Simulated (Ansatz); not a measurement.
Potential energy curve for MgH, doublet.

- UKS-PBE = unrestricted PBE/cc-pVTZ run with Ansatz (a quantum-chemistry and plane-wave program)
- UKS-PBE0 = unrestricted PBE0/cc-pVTZ in Ansatz
- UCCSD(T) = Ansatz with CCSD(T) on UHF/cc-pVTZ, frozen core
- UKS-BLYP = unrestricted BLYP/cc-pVTZ in Ansatz
- FCI = Ansatz with full CI/cc-pVTZ, frozen core

Cost and accuracy over the 23 points of the scan, with FCI as yardstick. Costs are rough ratios of core time within Ansatz on shared cores, each with its mean field (Kohn-Sham runs search longer for lower solutions than correlated ones do); the miss is the largest error against full CI of the curve after the mean shift, in eV.

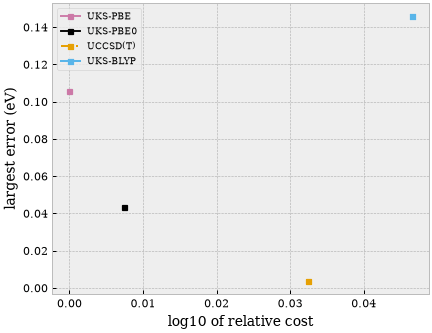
Miss against cost, one point a level.

```tsv
level	relative cost	largest error
UKS-PBE	1	0.106
UKS-PBE0	1	0.043
UCCSD(T)	1	0.004
UKS-BLYP	1	0.146
```

Costs within a factor of two of each other count as equal.

The unrestricted determinant behind UCCSD(T) is spin-contaminated at 2.40 to 3.16 Å (<S²> up to 0.9, against 0.75 for a pure doublet).
